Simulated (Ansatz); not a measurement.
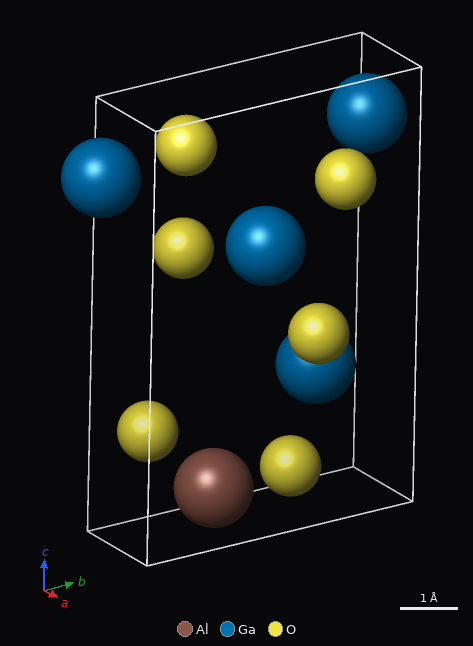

Structure drawing (spheres-only), viewed slightly off an axis. Thin lines show the simulation cell, with boundary atoms drawn in all their periodic places.

```
CELL_PARAMETERS angstrom
3.05397 0.00000 0.00000
0.58375 4.92085 0.00000
0.44539 1.51027 7.87185
ATOMIC_POSITIONS crystal
Al 0.62272 0.33226 0.10044
Ga 0.28587 0.96018 0.84215
Ga 0.21192 0.80200 0.28300
Ga 0.75208 0.48139 0.64536
O 0.71610 0.69667 0.40879
O 0.36929 0.67888 0.07923
O 0.29046 0.27435 0.63417
O 0.81782 0.76275 0.76277
O 0.73365 0.17756 0.92017
O 0.13147 0.19066 0.21224
```

Setup: DFT r2SCAN, scalar-relativistic, plane waves, PAW in Ansatz; a 500 eV plane-wave basis, a 10×6×4 mesh of k-points, Gaussian smearing of 0.02 eV, no spin polarisation.

What are the atomic charges by Bader's partition?

Answer. Al +2.56 e; Ga +1.93 to +2.02 e; O -1.58 to -1.28 e. The transfer is large, as in an ionic solid.

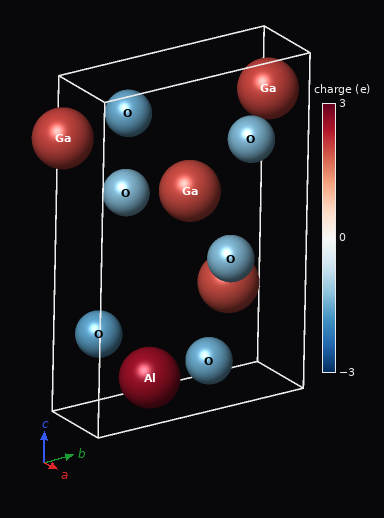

The atoms coloured by those charges.

Its origin is a structure type filled with these elements by a generator (whether the compound takes this form wasn't checked). Earlier steps of the study, as a rule a relaxation of our own, may have changed the cell and positions, so they can lie some per cent off the listed ones. It went into a calculation with Ansatz.

At this level of theory the run's own cell isn't at rest (stretched, at -7 GPa), so its distances can differ from those at equilibrium, the more so the softer the solid.
